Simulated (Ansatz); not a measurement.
The calculation's input:

```
crystal:
  periodic: [false, false, false]
  atoms:
    - {symbol: O, position_ang: [1.033792, 1.917041, -0.200621]}
    - {symbol: C, position_ang: [0.514505, 0.694621, 0.001362]}
    - {symbol: C, position_ang: [0.947886, -0.381073, 0.662799]}
    - {symbol: C, position_ang: [-0.285545, -1.178493, 0.307422]}
    - {symbol: C, position_ang: [-0.776931, 0.086344, -0.460279]}
    - {symbol: H, position_ang: [0.423689, 2.433592, -0.733102]}
    - {symbol: H, position_ang: [1.836037, -0.608502, 1.235608]}
    - {symbol: H, position_ang: [-0.126337, -2.050696, -0.332910]}
    - {symbol: H, position_ang: [-0.929199, -1.466685, 1.143336]}
    - {symbol: H, position_ang: [-1.688758, 0.541146, -0.061566]}
    - {symbol: H, position_ang: [-0.883738, -0.044394, -1.541349]}
basis:
  gaussian: {orbitals: def2-TZVPP}
hamiltonian: {xc: pbe0, dispersion: d4}
output: {orbitals: {seedname: orbitals}}
```

Launched as:

```sh
ansatz run in.yaml --threads 4 --pin off --events-out ev --progress --plain --max-ram 10444MiB
```

Geometry: PBE0-D4/def2-TZVP.

These are results of Ansatz 0.2.0, RKS PBE0-D4/def2-TZVPP, not measurements.

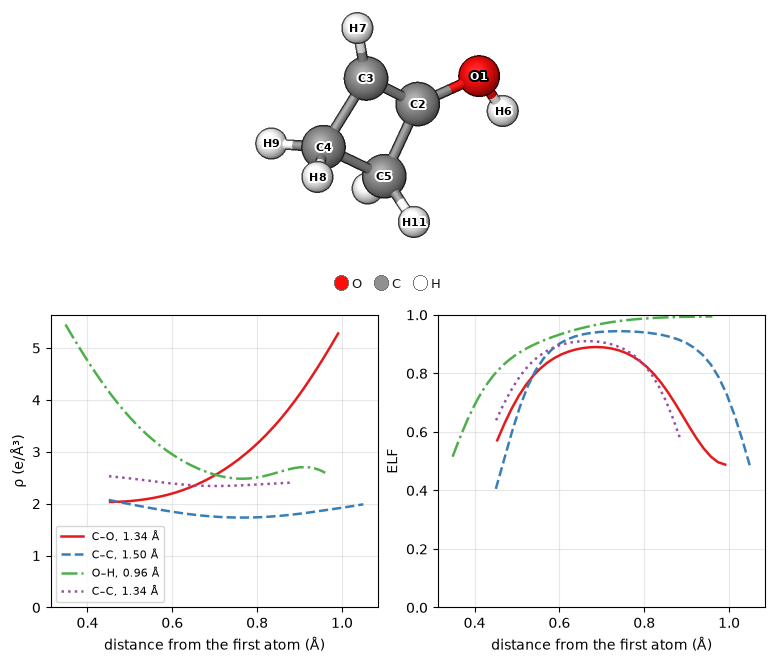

C$_{4}$H$_{6}$O (SMILES OC1=CCC1). Electron density and ELF along straight lines between neighbouring atoms. The curves leave out the atomic cores. The structure is drawn too.

What can be read from the curves?

C–O (1.34 Å): ρ at the midpoint is about 2.4 e/Å³; the ELF peaks at about 0.90 between the atoms (a polar covalent bond).
C–C (1.50 Å): the density is about 1.7 e/Å³ at the midpoint; the ELF peaks at about 0.95 between the atoms; localised, covalent bonding.
O–H (0.96 Å): ρ at the midpoint is about 3.8 e/Å³; the ELF climbs to about 1 towards the hydrogen, as it does in any bond to H (an ordinary covalent bond to hydrogen).
C–C (1.34 Å): the density is about 2.3 e/Å³ at the midpoint; the ELF peaks at about 0.90 between the atoms; a short, multiple covalent bond.
